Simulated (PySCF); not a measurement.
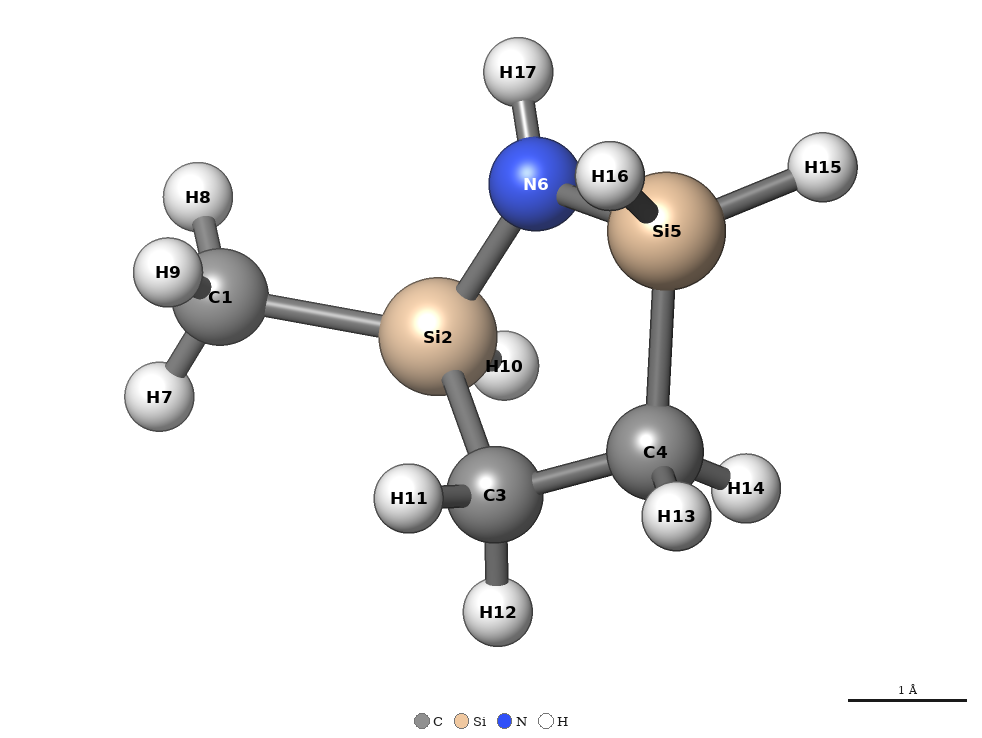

The atoms are numbered. Computed geometry: GFN2-xTB optimisation. No frequency run is at hand to confirm it as a minimum.

**What is the geometry at Si5?**

Si5 has 4 neighbours (C4 at 1.90, N6 at 1.73, H15 at 1.47, H16 at 1.47 Å); the arrangement is tetrahedral.

**What is the geometry at C4?**

C4 has 4 neighbours (C3 at 1.53, Si5 at 1.90, H13 at 1.09, H14 at 1.09 Å); the arrangement is tetrahedral.

**How are the neighbours of atom 2 arranged?**

Si2 has 4 neighbours (C1 at 1.90, C3 at 1.90, N6 at 1.74, H10 at 1.48 Å); the arrangement is tetrahedral.

**How are the neighbours of atom 3 arranged?**

C3 has 4 neighbours (Si2 at 1.90, C4 at 1.53, H11 at 1.09, H12 at 1.09 Å); the arrangement is tetrahedral.

**What is the dihedral angle C1–Si2–C3–C4?**

148° in size, that is anticlinal.
